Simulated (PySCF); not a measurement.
```json
{"atom": "C", "x (Å)": "-3.5430", "y (Å)": "-1.7518", "z (Å)": "-0.6335"}
{"atom": "C", "x (Å)": "-2.7447", "y (Å)": "-0.7658", "z (Å)": "-1.0304"}
{"atom": "C", "x (Å)": "-1.5218", "y (Å)": "-0.3246", "z (Å)": "-0.3846"}
{"atom": "C", "x (Å)": "-0.7815", "y (Å)": "0.7037", "z (Å)": "-0.8497"}
{"atom": "Si", "x (Å)": "0.6983", "y (Å)": "0.9982", "z (Å)": "0.2714"}
{"atom": "N", "x (Å)": "2.1988", "y (Å)": "0.8671", "z (Å)": "-0.5850"}
{"atom": "Si", "x (Å)": "3.7912", "y (Å)": "1.2225", "z (Å)": "-0.0060"}
{"atom": "C", "x (Å)": "0.1486", "y (Å)": "-0.4769", "z (Å)": "1.3164"}
{"atom": "C", "x (Å)": "-0.9858", "y (Å)": "-0.9742", "z (Å)": "0.8182"}
{"atom": "H", "x (Å)": "-4.4336", "y (Å)": "-2.0078", "z (Å)": "-1.1825"}
{"atom": "H", "x (Å)": "-3.3494", "y (Å)": "-2.3409", "z (Å)": "0.2463"}
{"atom": "H", "x (Å)": "-3.0024", "y (Å)": "-0.2104", "z (Å)": "-1.9251"}
{"atom": "H", "x (Å)": "-1.0789", "y (Å)": "1.2604", "z (Å)": "-1.7229"}
{"atom": "H", "x (Å)": "0.6955", "y (Å)": "2.2656", "z (Å)": "1.0011"}
{"atom": "H", "x (Å)": "2.1639", "y (Å)": "0.2717", "z (Å)": "-1.3971"}
{"atom": "H", "x (Å)": "4.6560", "y (Å)": "1.1810", "z (Å)": "-1.1854"}
{"atom": "H", "x (Å)": "4.2493", "y (Å)": "0.2504", "z (Å)": "0.9940"}
{"atom": "H", "x (Å)": "3.7290", "y (Å)": "2.5529", "z (Å)": "0.5934"}
{"atom": "H", "x (Å)": "0.6129", "y (Å)": "-0.8928", "z (Å)": "2.1960"}
{"atom": "H", "x (Å)": "-1.5075", "y (Å)": "-1.8177", "z (Å)": "1.2456"}
```

Geometry: GFN2-xTB.

Computed with PBE0/pcSseg-1, SCF density, gas phase, non-relativistic (PySCF).

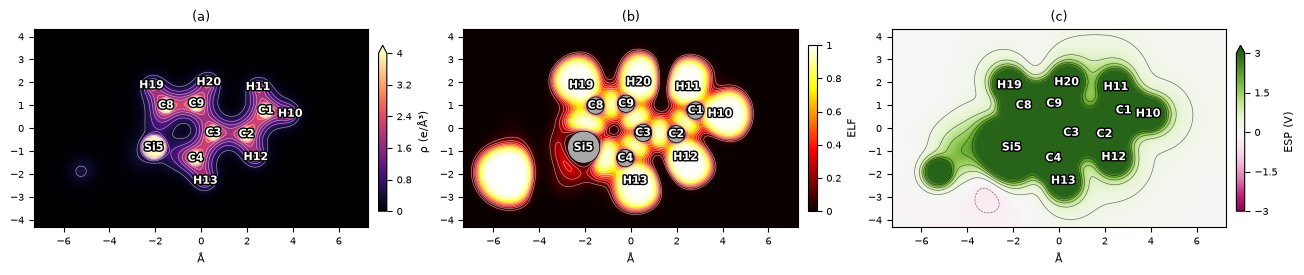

C₆H₁₁NSi₂. (a) electron density; (b) ELF; (c) molecular electrostatic potential on the plane of atoms C2, C3 and C9. Grey discs cover the atomic cores in the ELF map.

### Read the bonding off the picture.

The section cuts through C, Si and H sites.
C–C (1.33 Å): the density is about 2.3 e/Å³ at the midpoint; the ELF peaks at about 0.95 between the atoms; a multiple bond.
C–Si (1.88 Å): ρ is about 0.94 e/Å³ halfway; the ELF peaks at about 0.95 between the atoms, as expected for localised, covalent bonding.
C–C (1.45 Å): the density is about 1.9 e/Å³ at the midpoint; the ELF peaks at about 0.95 between the atoms, as expected for a covalent bond.
C–H (1.08 Å): the density is about 2 e/Å³ at the midpoint; the ELF climbs to about 1 towards the hydrogen, as it does in any bond to H (an ordinary covalent bond to hydrogen).
Outside the dense part of the molecule the potential is most negative (−0.4 V) near N6, which lies off the plane.
